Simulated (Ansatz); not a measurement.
Stretching the C5–H7 bond in CH6BN (SMILES BNC) (multiplicity 1 held, fragments rigid). Energies count from the point at 1.093 Å.
Geometry at that point (charge 0, multiplicity 1):
```xyz
9

B     -0.1738     0.1694     1.3598
H     -1.0466     0.5155     2.0959
H      0.9050    -0.1500     1.7605
N     -0.4214     0.1375    -0.0025
C      0.5047    -0.2521    -1.0532
H     -1.3320     0.4068    -0.3442
H      0.6779     0.5674    -1.7558
H      0.1296    -1.1104    -1.6169
H      1.4567    -0.5259    -0.6023
```

Restricted levels (R-, RO-) in cc, def2 and unpolarised 6-31G sets keep to the state of the molecule at rest. Unrestricted levels (U-) break spin symmetry where that is lower. Active spaces are followed from a long bond inwards. Levels need not reach the same state.

Frozen-core correlation.

Codes used: Ansatz (a quantum-chemistry and plane-wave program) with Gaussian orbitals. 

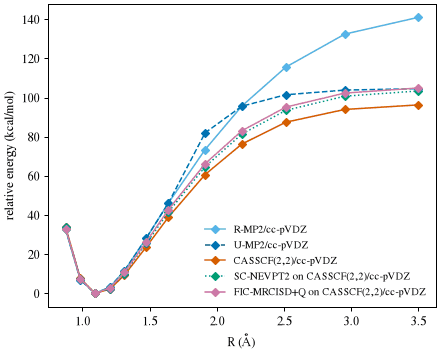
*Relative energy along the coordinate*

Task: Read off the U-MP2/cc-pVDZ curve at R = 1.913.

Result: about 82 kcal/mol

Doubts at one or more of the structures used: a restricted determinant that unrestricted orbitals would lower (R-MP2/cc-pVDZ); a spin-contaminated determinant (U-MP2/cc-pVDZ).
